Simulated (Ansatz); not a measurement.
## A computed series for In3SbTe2: pressure series

Take In3SbTe2 (space group Immm, No. 71; a cell from a computed database, its experimental status unchecked) as the base.

```xyz
6
Lattice="-2.2030 3.1049 6.6231 2.2030 -3.1049 6.6231 2.2030 3.1049 -6.6231" Properties=species:S:1:pos:R:3 pbc="T T T"
In     0.0000     0.0000     0.0000
In     0.0000     0.0000     8.7319
In     0.0000     0.0000     4.5143
Sb     0.0000     3.1049     0.0000
Te     2.2030     0.0000     2.2814
Te     0.0000     3.1049     4.3416
```

Cell and atoms are relaxed at each pressure.

Calculations: PBE (Ansatz, an electronic-structure program, PAW, no spin-orbit coupling).

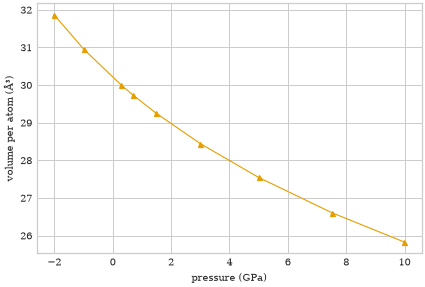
Figure: Volume against pressure

Problem. Estimate the zero-pressure bulk modulus from the plot.

Solution. About 43 GPa; a third-order Birch–Murnaghan fit to the points gives V₀ = 30.20 Å³/atom, B₀ = 43 GPa and B₀′ = 5.1.

Load acts through the strain it causes; cell and atoms are relaxed under it. Whether these cells are dynamically stable was not tested. Competing high-pressure phases were not computed. The final runs are not spin-polarised.
